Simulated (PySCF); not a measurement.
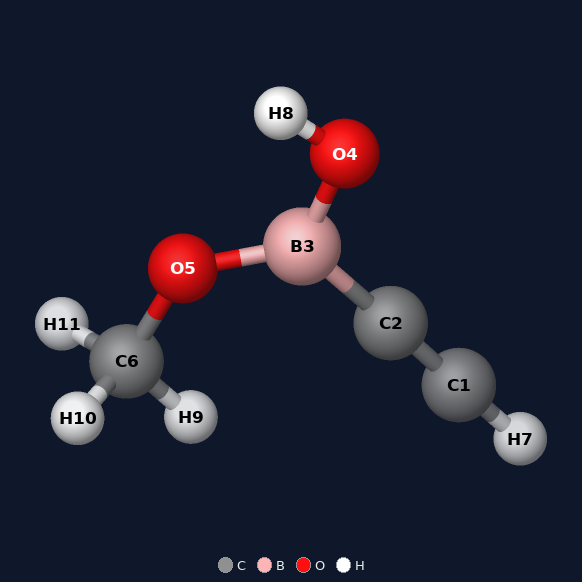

The geometry was computed by an optimisation with PBE0-D3(BJ)/def2-SVP. No frequency run is at hand to confirm it as a minimum. Properties computed with B3LYP/pcJ-1 indirect spin-spin coupling, non-relativistic, gas phase (PySCF 2.14.0). Isotopes: 11B, 13C, 1H, 17O.

Give the spin–spin coupling constants of these pairs, with the number of bonds between them: C2/B3, B3/O5, B3/O4, C1/B3, B3/H8, B3/C6, B3/H7, B3/H11, B3/H9, B3/H10.

| pair | bonds apart | J (Hz) |
| --- | --- | --- |
| C2, B3 | 1 | 127.8 |
| B3, O5 | 1 | −14.9 |
| B3, O4 | 1 | −13.5 |
| C1, B3 | 2 | 22.9 |
| B3, H8 | 2 | −5.0 |
| B3, C6 | 2 | 1.1 |
| B3, H7 | 3 | 4.8 |
| B3, H11 | 3 | 2.8 |
| B3, H9 | 3 | 5.3 |
| B3, H10 | 3 | 3.2 |
